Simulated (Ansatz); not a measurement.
**B2PLYP/aug-cc-pVDZ run of SOF2 (SMILES O=S(F)F)**

Aim: the vertical ionisation energy of SOF2 at B2PLYP/aug-cc-pVDZ, from 2 runs. 

Program for the calculation: Ansatz 0.2.0.

52 further runs of the same task are left out: 52 set aside as unsound or not needed.

### Step 1. The system as given

SOF2 has 4 atoms, charge 0, and is taken as a singlet. SMILES: `O=S(F)F`. The coordinates come from a PBE0-D4/def2-TZVP relaxation.

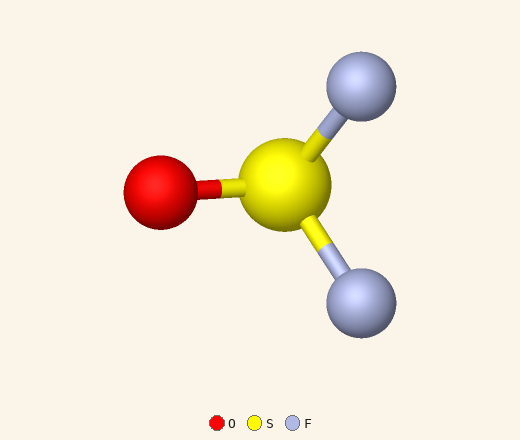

The structure, seen from a chosen angle (oxygen red, sulfur yellow, fluorine light blue).

### Step 2. A single-point energy at B2PLYP/aug-cc-pVDZ

The input, run.yaml:

```yaml
crystal:
  periodic: [false, false, false]
  atoms:
    - {symbol: O, position_ang: [0.932400, 0.066600, -1.017800]}
    - {symbol: S, position_ang: [-0.151300, -0.426200, -0.245700]}
    - {symbol: F, position_ang: [-1.124400, 0.804200, 0.000400]}
    - {symbol: F, position_ang: [0.343300, -0.444600, 1.263100]}
basis:
  gaussian: {orbitals: aug-cc-pVDZ}
correlation: {frozen_orbitals: {F: 1, O: 1, S: 5}}
accuracy: high
output: {orbitals: {seedname: orbitals}}
total_charge: 0
hamiltonian: {xc: {name: B2PLYP}}
```

Launch:

```bash
$ ansatz run run.yaml --threads 1 --pin off --max-ram 3480MiB --events-out events.jsonl --progress --plain --runs-dir runs
```

Output:

```text
Warning: RAYON_NUM_THREADS=1 ignored (pool sized by the plan → 1); use --threads N
Functional definition: B2PLYP
  name "B2PLYP"
  parameter a = 0.53
  parameter c = 0.27
  exchange = (1 - a)*b88_x + a*exact_x
  correlation = (1 - c)*lyp_c + c*(mp2_os + mp2_ss)
1941 factors; integrals over basis functions are off by at most 3.2e-9 eV
mean field evaluation 1: about -18294.1740 eV, gradient 5.8e1 eV
mean field evaluation 2: about -18294.4544 eV, gradient 5.8e1 eV
mean field evaluation 4: about -18299.9775 eV, gradient 1.2e1 eV
mean field evaluation 8: about -18300.2245 eV, gradient 5.8e-1 eV
mean field evaluation 16: about -18300.2253 eV, gradient 1.5e-4 eV
mean field -18300.22525423 eV, -672.5208737547 hartree, gradient 4.0e-8 eV, S^2 0.000000; 0 other end points of the search recorded, 0 dependent functions left out
8 core orbitals not correlated: weight in the atoms' cores, before any rotation towards them, 1.000 or more for the frozen orbitals, at most 0.000 for the correlated occupied ones
reference -18300.22527555 eV, -672.5208745382 hartree; 13, 13 occupied and 75, 75 virtual orbitals, 1941 factors
second order -25.59259050 eV of doubles, -0.00000000 eV of singles
Total energy: -18307.13527498 eV, -672.7748123337 hartree
```

Run time: 7.8 s. Hardware: 1 thread of Intel Xeon Platinum 8488C (Sapphire Rapids), shared host; peak memory 0.32 GiB.

### Step 3. The doublet cation, same level

Edit run.yaml of step 2 so:

```diff
@@ -9,6 +9,7 @@
   gaussian: {orbitals: aug-cc-pVDZ}
+hamiltonian: {xc: {name: B2PLYP}}
 correlation: {frozen_orbitals: {F: 1, O: 1, S: 5}}
+total_charge: 1
 accuracy: high
 output: {orbitals: {seedname: orbitals}}
-total_charge: 0
-hamiltonian: {xc: {name: B2PLYP}}
+magnetization: {spin_polarized: true, initial_magnetization: 1}
```

Launch:

```bash
$ ansatz run run.yaml --threads 1 --pin off --max-ram 3480MiB --events-out events.jsonl --progress --plain --runs-dir runs
```

Output, cut to the lines that bear on the results:

```text
Warning: RAYON_NUM_THREADS=1 ignored (pool sized by the plan → 1); use --threads N
[... 2 set-up lines as earlier in the session ...]
[...]
1941 factors; integrals over basis functions are off by at most 3.2e-9 eV
[...]
mean field -18288.04019361 eV, -672.0730810365 hartree, gradient 5.7e-8 eV, S^2 0.773788; 4 other end points of the search recorded, 0 dependent functions left out
8 core orbitals not correlated: weight in the atoms' cores, before any rotation towards them, 1.000 or more for the frozen orbitals, at most 0.000 for the correlated occupied ones
reference -18288.04021724 eV, -672.0730819047 hartree; 13, 12 occupied and 75, 76 virtual orbitals, 1941 factors
second order -24.29371967 eV of doubles, -0.00000000 eV of singles
Total energy: -18294.59952155 eV, -672.3141318921 hartree
```

It took 20 s on 1 thread of Intel Xeon Platinum 8488C (Sapphire Rapids), shared host; peak memory 0.46 GiB.

### Step 4. Summary of results

Level: B2PLYP/aug-cc-pVDZ, 8 core orbitals frozen.

| quantity | value |
| --- | --- |
| singlet SOF2: total energy | -672.77481 Eh |
| singlet SOF2: HOMO energy (SCF part's orbitals) | -11.17 eV |
| singlet SOF2: LUMO energy (SCF part's orbitals) | -0.02 eV |
| singlet SOF2: HOMO–LUMO gap (SCF part's orbitals) | 11.15 eV |
| doublet cation: total energy | -672.31413 Eh |
| doublet cation: HOMO energy (SCF part's orbitals) (highest over α and β) | -20.85 eV |
| doublet cation: LUMO energy (SCF part's orbitals) (lowest over α and β) | -13.20 eV |
| doublet cation: ⟨S²⟩ | 0.774 |
| vertical ionisation energy (to the doublet cation) | 12.536 eV |

The vertical ionisation energy comes to 12.54 eV (1210 kJ/mol). The negative HOMO energy of the first species, 11.17 eV, lies 1.36 eV below that difference.
